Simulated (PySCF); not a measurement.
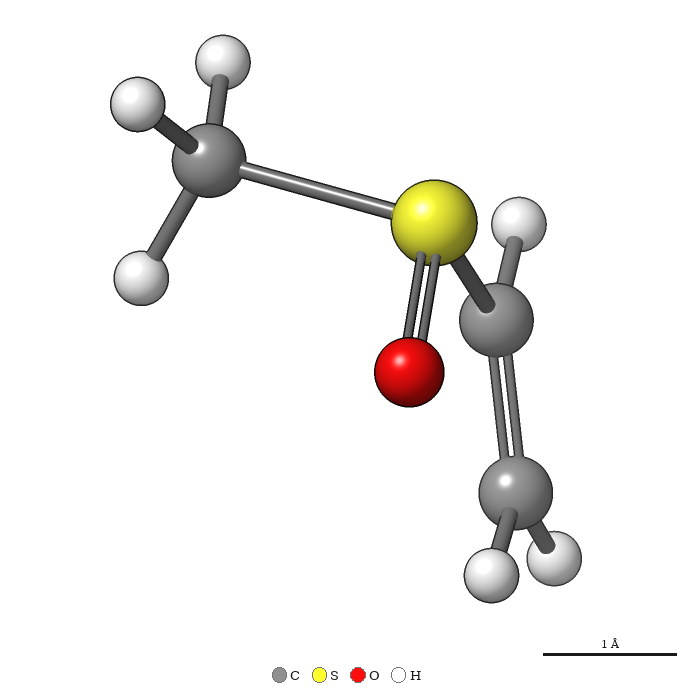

A ball-and-stick model of a molecule.

The geometry was computed by an optimisation with GFN2-xTB. No frequency run is at hand to confirm it as a minimum.

Describe the molecule.

The molecule is C₃H₆OS. Its SMILES string is `C=C[S@@](C)=O`. It has no ring. Among its groups: alkene, sulfoxide. This geometry has C1 symmetry. Coordination: 2 C trigonal planar; 1 S trigonal pyramidal; 1 C tetrahedral.

The parts below concern this one geometry. Atoms keep their numbers from picture to picture.

## Shape

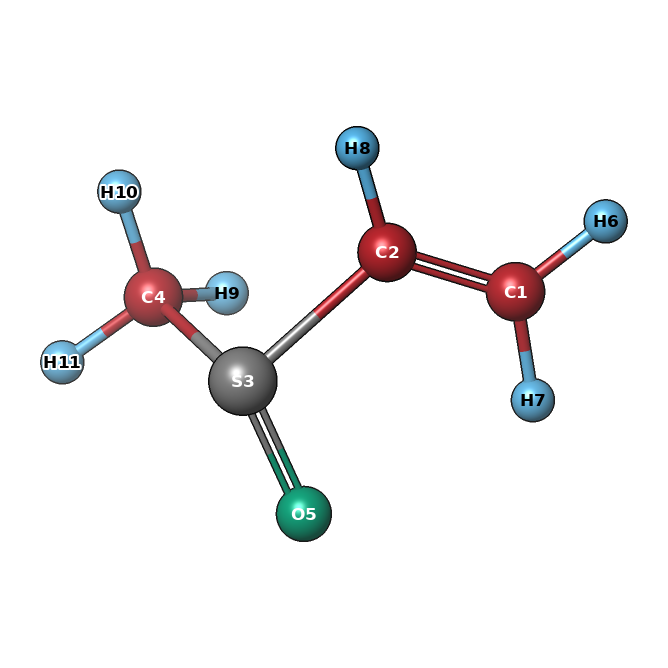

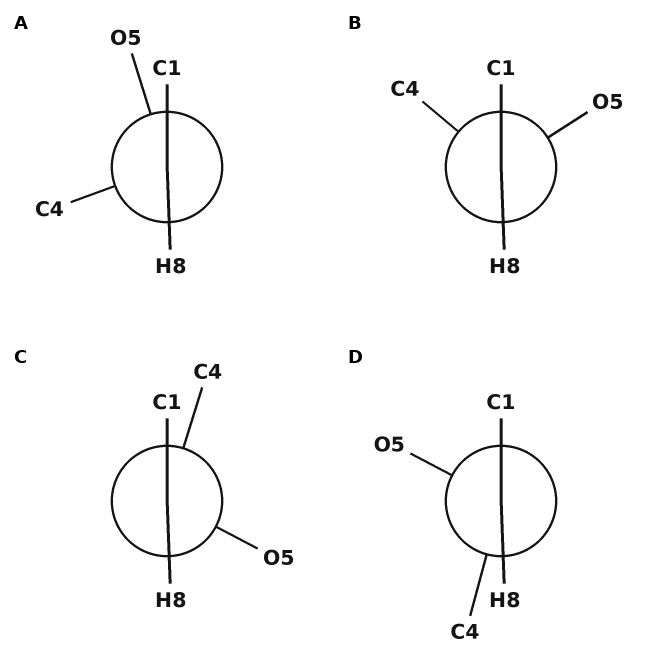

Atoms fade into the background with distance from the viewer. Bonds that would overlap in a projection are set slightly apart. No frequency run is at hand to confirm it as a minimum.

Which Newman projection shows the view along C2–S3, with C2 in front?

A. The torsion angle C1–C2–S3–O5 is −2°, synperiplanar (eclipsed).

## Bond orders

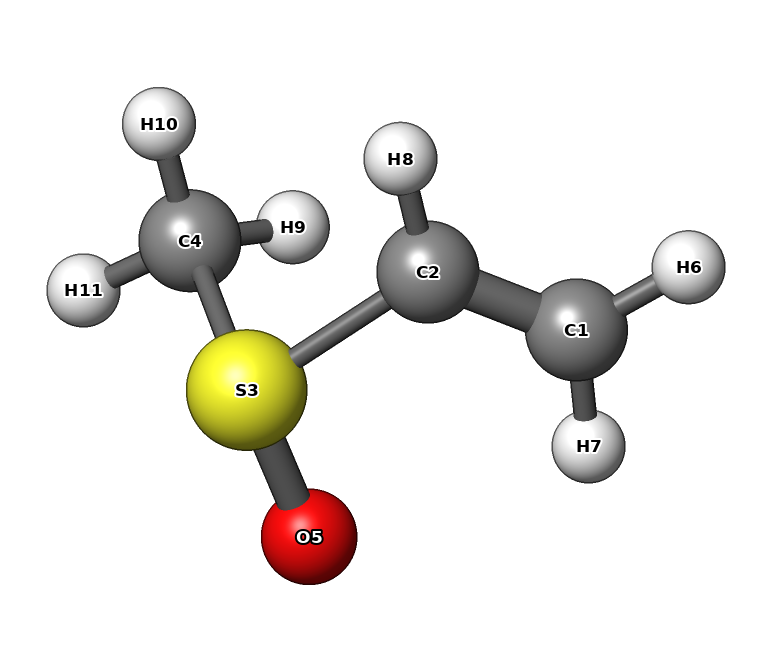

The thickness of each stick grows with its Mayer bond order. No frequency run is at hand to confirm it as a minimum. Method: PBE0/pcSseg-1 (PySCF 2.14.0).

Which bond has the highest Mayer bond order?

C1–C2, 1.95, at a length of 1.314 Å.

List the Mayer bond orders of C1–C2, C1–H6, C1–H7, C2–S3, C2–H8, S3–C4, S3–O5, C4–H9, C4–H10, C4–H11.

```
  bond  Mayer order  length (Å)
 C1–C2         1.95       1.314
 C1–H6         0.95       1.077
 C1–H7         0.93       1.080
 C2–S3         0.87       1.821
 C2–H8         0.93       1.077
 S3–C4         0.88       1.856
 S3–O5         1.55       1.462
 C4–H9         0.95       1.084
C4–H10         0.94       1.084
C4–H11         0.95       1.085
```

## Dipole moment

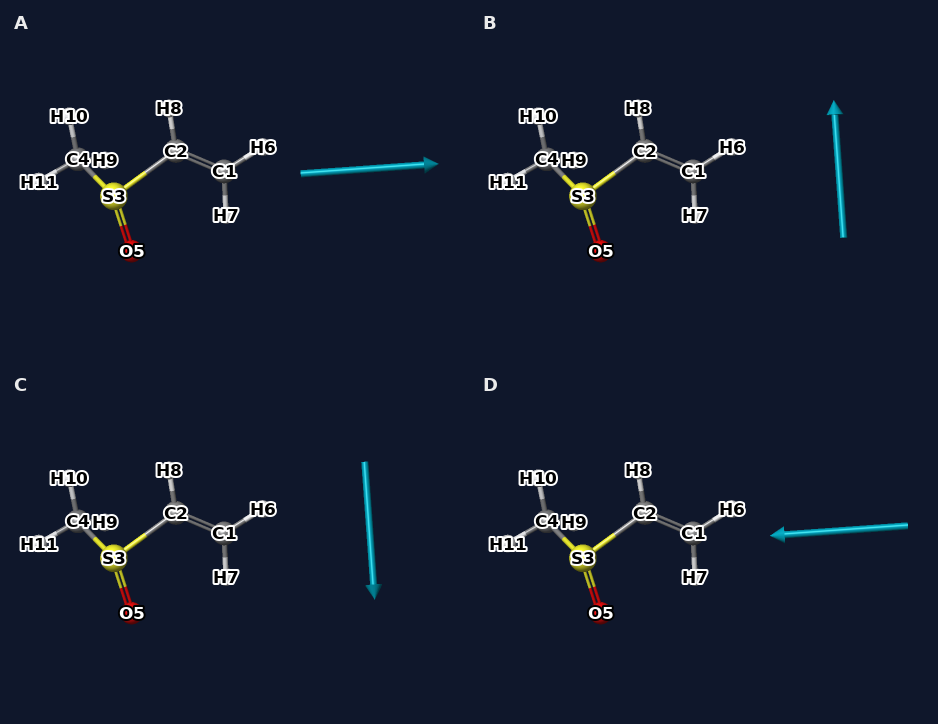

The same molecule four times, each with an arrow. No frequency run is at hand to confirm it as a minimum. Level of theory: PBE0/pcSseg-1, gas phase (PySCF 2.14.0).

Which arrow points along the dipole moment, from the negative to the positive end?

B. The dipole moment is 3.51 D; it points from the side of O5 to the side of H8, H10 (the outermost atoms at the two ends).

## NMR shielding

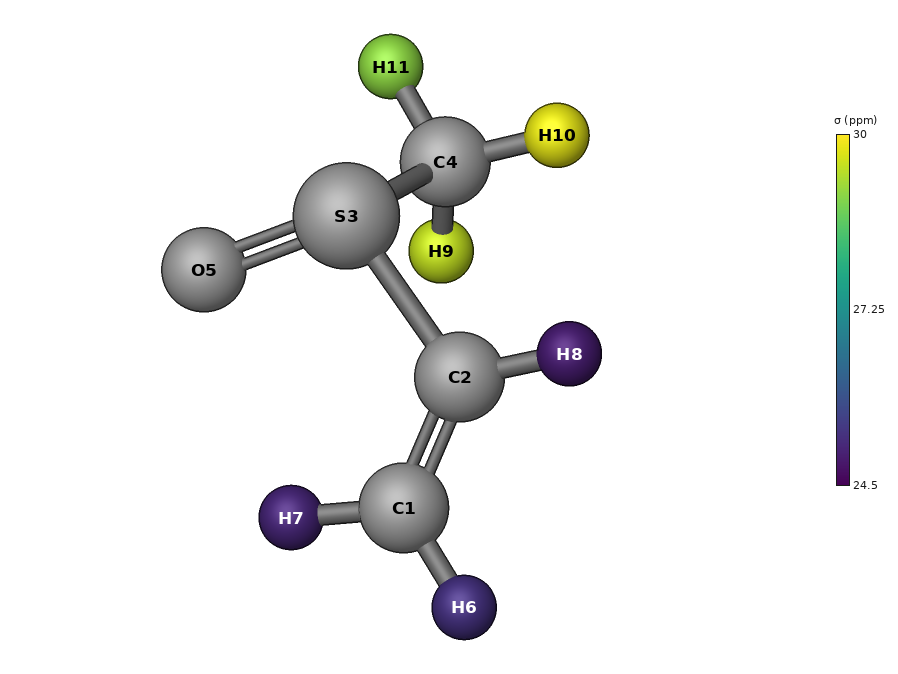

Atoms are coloured by their isotropic NMR shieldings (H only, the others grey). No frequency run is at hand to confirm it as a minimum. Properties computed with GIAO PBE0/pcSseg-1 NMR shielding, non-relativistic, gas phase (PySCF 2.14.0).

Which H atom is the most shielded (lowest chemical shift)?

H10 (29.78 ppm).

Which H atom is the least shielded (highest chemical shift)?

H8 (24.95 ppm).

How wide is the range of H shifts?

4.83 ppm.

List the isotropic NMR shieldings of the H atoms.

```json
{"atom": "H6", "σ (ppm)": "25.32"}
{"atom": "H7", "σ (ppm)": "25.11"}
{"atom": "H8", "σ (ppm)": "24.95"}
{"atom": "H9", "σ (ppm)": "29.51"}
{"atom": "H10", "σ (ppm)": "29.78"}
{"atom": "H11", "σ (ppm)": "29.07"}
```
